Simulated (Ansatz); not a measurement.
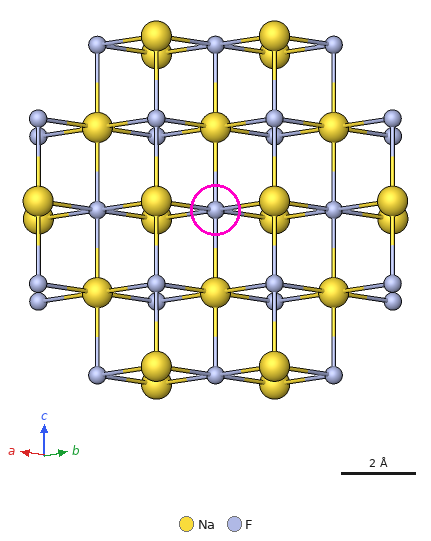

Perfect NaF. A ball-and-stick model of the atoms within 6.0 Å of one point, in a slice 5.0 Å thick across the line of sight, seen from a free direction.

Method: DFT, PBE, plane-wave PAW, default files, scalar-relativistic in Ansatz. (plane-wave cutoff 420 eV; k-point mesh 3 × 3 × 3; occupations fermi dirac; smearing width 0.01 eV; no spin polarisation) A uniform background neutralises the charged cell. The axes drawn are those of the host's conventional cell.

A fluorine atom is replaced by oxygen at the ringed place, in charge state −1. The supercell has 54 sites, and the atoms are relaxed at the host's cell.

How do the neighbours respond?

In the host the F atom has 6 Na at 2.29 Å; the O atom ends with 6 Na at 2.20 Å. Of the host's atoms, a sodium atom moves furthest from its site, by 0.09 Å. Relaxing the atoms from the host's sites lowers the energy by 0.48 eV.

The relaxed defect, seen from the same direction:

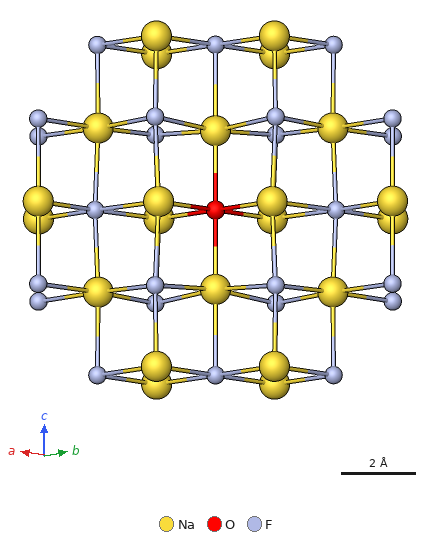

Limits of the set-up: the cell is charged, on a uniform background, and energies carry no finite-size correction.
